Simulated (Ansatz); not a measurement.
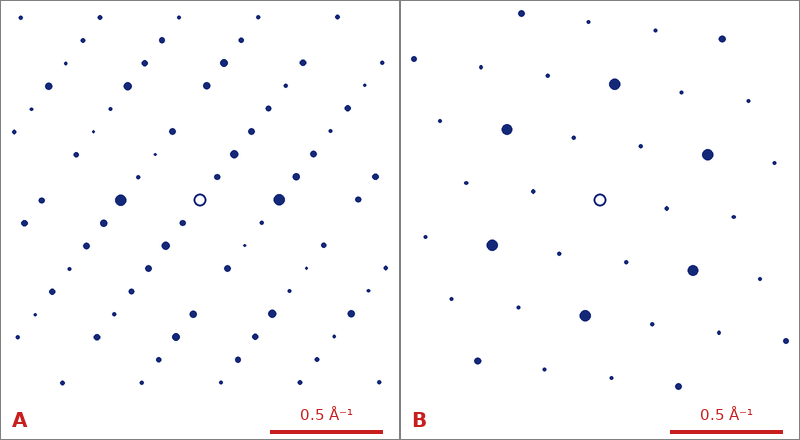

Kinematic electron diffraction patterns (120 kV, B = 0.5 Å², same scale, each along a low-index zone) of two structures of composition Na3C2, each relaxed at zero pressure with Ansatz 0.2.0, DFT PBE, scalar-relativistic, plane waves, PAW. Each run keeps the magnetic state that it reached.

The structures (standard cells):
1. R-3m (No. 166), a = 4.065 Å, c = 23.308 Å (hexagonal axes), 15 atoms; generated start, possibly hypothetical
2. R-3c (No. 167), a = 6.592 Å, c = 17.466 Å (hexagonal axes), 30 atoms; generated start, possibly hypothetical

Which pattern belongs to which structure, and along which zone?

Answer. A is structure 1 along [100] or an equivalent direction: oblique net of 0 0 3 at d = 7.77 Å and 0 -1 1 (weak) at d = 3.48 Å, 81.4° apart (some points of this net are extinct or too weak to see). B is structure 2 along [001]: hexagonal net of 2 -1 0 (weak) at d = 3.30 Å and 1 1 0 (weak) at d = 3.30 Å, 60.0° apart.

Rank the structures by their computed energy.

Answer. Structure 2 (R-3c, 21.91 Å³ an atom) is the lowest of these; structure 1 (R-3m, 22.23 Å³ an atom) lies about 65 meV an atom higher. These are static energies at 0 K; other structures, not shown, may lie lower still.
